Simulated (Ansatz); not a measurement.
```
Mg Se
1.0
     7.67363    0.00000    0.00000
     0.00000    7.67363    0.00000
     0.00000    0.00000    6.19105
Mg Se
14 2
Direct
  0.75000 0.25000 0.25000
  0.25000 0.75000 0.75000
  0.25000 0.75000 0.25000
  0.75000 0.25000 0.75000
  0.25000 0.25000 0.75000
  0.75000 0.75000 0.25000
  0.25000 0.25000 0.25000
  0.75000 0.75000 0.75000
  0.00000 0.50000 0.00000
  0.50000 0.00000 0.50000
  0.50000 0.00000 0.00000
  0.00000 0.50000 0.50000
  0.00000 0.00000 0.50000
  0.50000 0.50000 0.00000
  0.00000 0.00000 0.00000
  0.50000 0.50000 0.50000
```

Space group I4/mmm; a generated structure, not necessarily the stable one.

The calculation used Ansatz 0.2.0, DFT PBE, scalar-relativistic, plane waves, PAW.

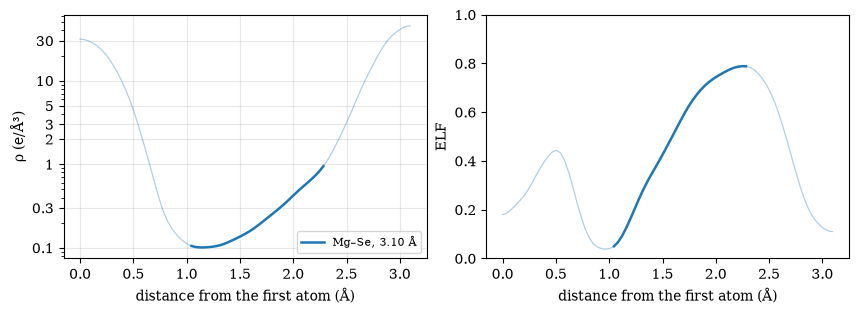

Mg$_{7}$Se. Valence electron density and ELF along straight lines between neighbouring atoms. Thin, pale parts lie inside the atomic spheres.

In a PAW calculation such maps are meaningful between the atoms, not at the nuclei.

Question: What can be read from the curves?

Answer: Mg–Se (3.10 Å): ρ is about 0.15 e/Å³ halfway, with its minimum of 0.1 e/Å³ about 1.1 Å from Mg; the ELF is about 0.45 at the midpoint.
